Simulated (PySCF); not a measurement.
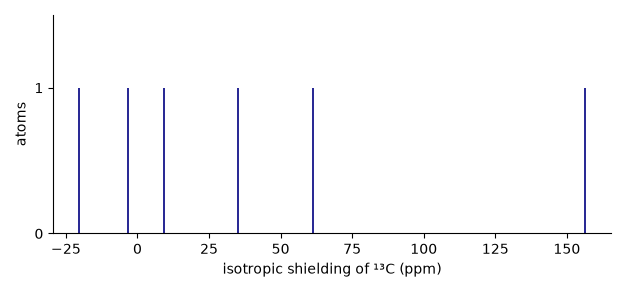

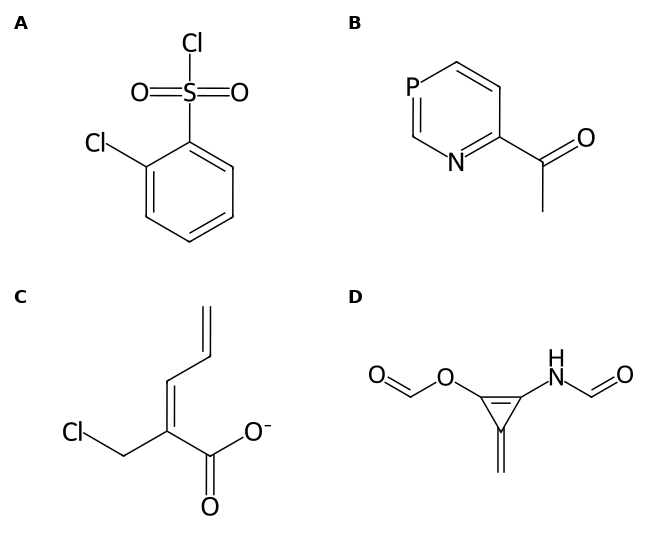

The sticks are computed shieldings of one of the molecules, for one fixed geometry (GFN2-xTB) without averaging over rotations. Low shielding means a high chemical shift. Method: GIAO PBE0/pcSseg-1 NMR shielding, non-relativistic, gas phase (PySCF 2.14.0).

> Match the spectrum to a structure.

B, `CC(=O)c1ccpcn1`. Its 6 C atoms give lines at −20.6, −3.2, 9.3, 35.2, 61.4, 156.5 ppm.

The geometry is semi-empirical. Around P such bond lengths and angles can be off by a tenth of an ångström or more and by several degrees, and values that hang on the shape move with them.
